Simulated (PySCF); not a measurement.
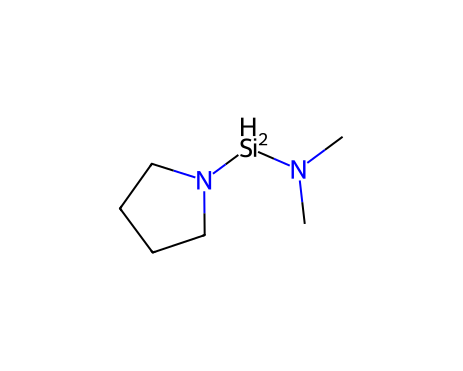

**Transcribe the drawing into SMILES.**

CN(C)[SiH2]N1CCCC1

**What is the molecular formula?**

C6H16N2Si.

**An optimisation with PBE0-D3(BJ)/def2-SVP gave a structure of which point group?**

C1. Other conformers may differ.

The parts below concern this one geometry. Atoms keep their numbers from picture to picture. The geometry was computed by an optimisation with PBE0-D3(BJ)/def2-SVP. No frequency run is at hand to confirm it as a minimum.

### NMR shielding

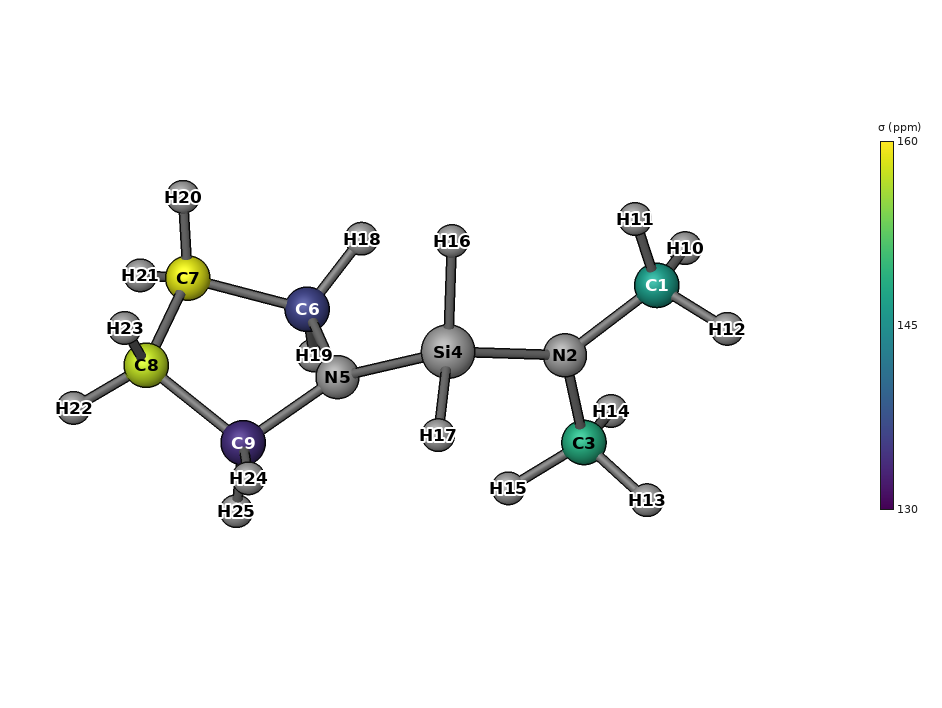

Atoms are coloured by their isotropic NMR shieldings (C only, the others grey). No frequency run is at hand to confirm it as a minimum. Method: GIAO PBE0/pcSseg-1 NMR shielding, non-relativistic, IEF-PCM water (PySCF 2.14.0).

**Which C atom is the most shielded (lowest chemical shift)?**

C7 (158.6 ppm).

**Which C atom is the least shielded (highest chemical shift)?**

C9 (134.1 ppm).

**How wide is the range of C shifts?**

24.5 ppm.

Give the isotropic NMR shieldings of the C atoms atom by atom.

```tsv
atom	σ (ppm)
C1	146.6
C3	148.7
C6	136.2
C7	158.6
C8	157.1
C9	134.1
```

### Electronic properties

No frequency run is at hand to confirm it as a minimum. Method: PBE0/pcSseg-1 in water (IEF-PCM) (PySCF 2.14.0).

What does the calculation give?

- dipole moment: 1.04 D
- HOMO energy (Kohn–Sham orbital): −6.11 eV
- LUMO energy (Kohn–Sham orbital): 1.22 eV
- HOMO–LUMO gap: 7.33 eV

### Ring current

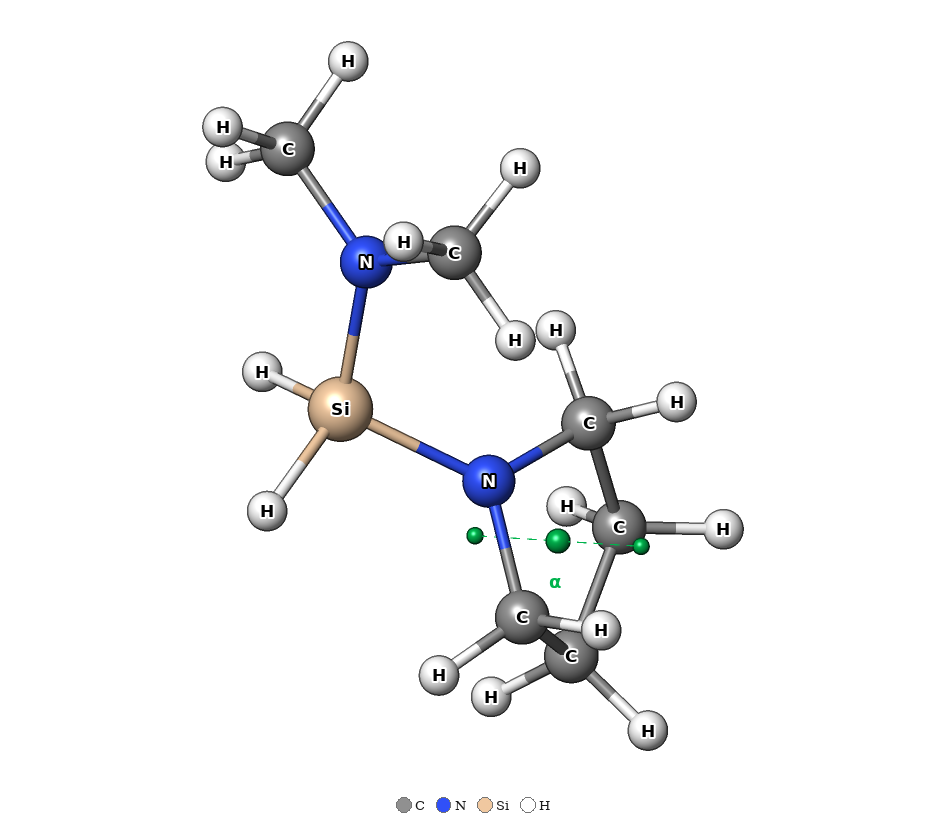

The small points mark where nucleus-independent chemical shifts (NICS) were computed: at the centre of each lettered ring and 1 Å above and below it. No frequency run is at hand to confirm it as a minimum. Method: GIAO PBE0/pcSseg-1 NMR shielding, non-relativistic, IEF-PCM water (PySCF 2.14.0).

Give NICS(0), NICS(1) and the out-of-plane component NICS(1)zz for each ring (means of the two sides).

```tsv
ring	members	NICS(0)	NICS(1)	NICS(1)zz
α	C4N	−6.7	−3.9	−5.8
```

Values in ppm.

**What do the values say about the ring currents?**

Ring α: weak, as in a non-aromatic ring. NICS is one index among several.

### Quadrupole coupling

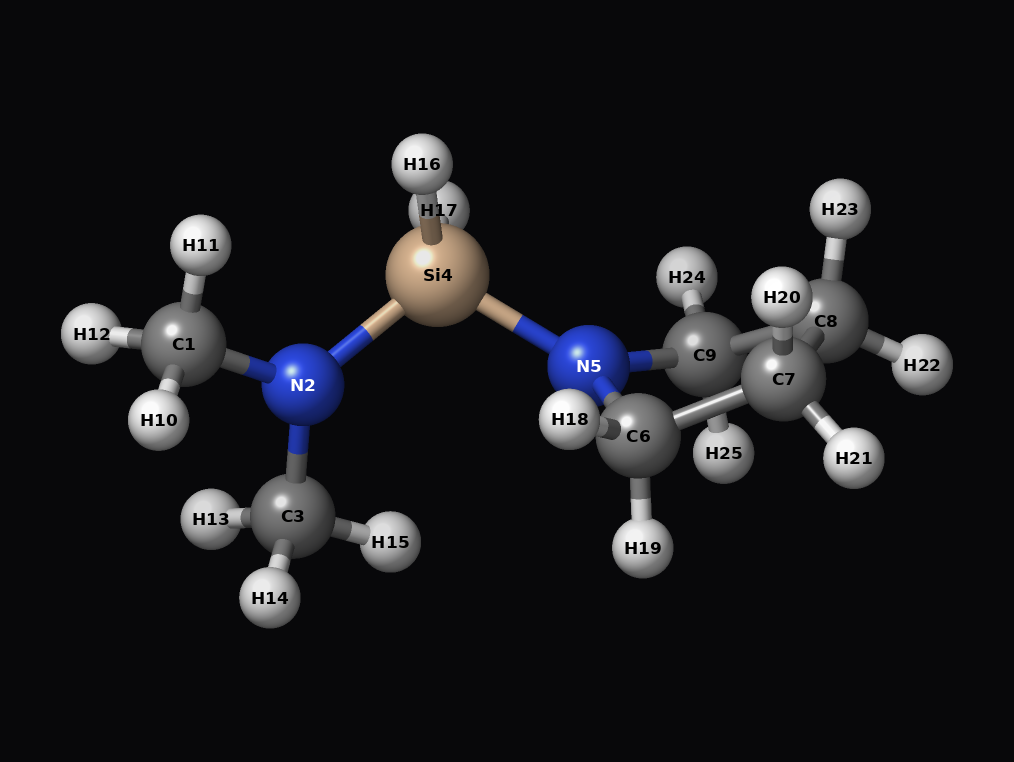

No frequency run is at hand to confirm it as a minimum. Electric field gradients from the ground-state density, PBE0/pcSseg-1 in chloroform (IEF-PCM) (PySCF 2.14.0), non-relativistic apart from any core potentials.

Give the largest field-gradient component, the quadrupole coupling constant and the asymmetry for 14N at N2 (Q = 20.44 mb), 14N at N5 (Q = 20.44 mb), 2H at H10 (Q = 2.86 mb), 2H at H11 (Q = 2.86 mb), 2H at H12 (Q = 2.86 mb), 2H at H13 (Q = 2.86 mb).

```json
{"atom": "N2", "V_zz (a.u.)": "−1.106", "e²qQ/h (MHz)": "−5.31", "η": "0.37"}
{"atom": "N5", "V_zz (a.u.)": "−1.068", "e²qQ/h (MHz)": "−5.13", "η": "0.36"}
{"atom": "H10", "V_zz (a.u.)": "0.276", "e²qQ/h (MHz)": "0.186", "η": "0.06"}
{"atom": "H11", "V_zz (a.u.)": "0.286", "e²qQ/h (MHz)": "0.192", "η": "0.07"}
{"atom": "H12", "V_zz (a.u.)": "0.274", "e²qQ/h (MHz)": "0.184", "η": "0.05"}
{"atom": "H13", "V_zz (a.u.)": "0.275", "e²qQ/h (MHz)": "0.185", "η": "0.05"}
```
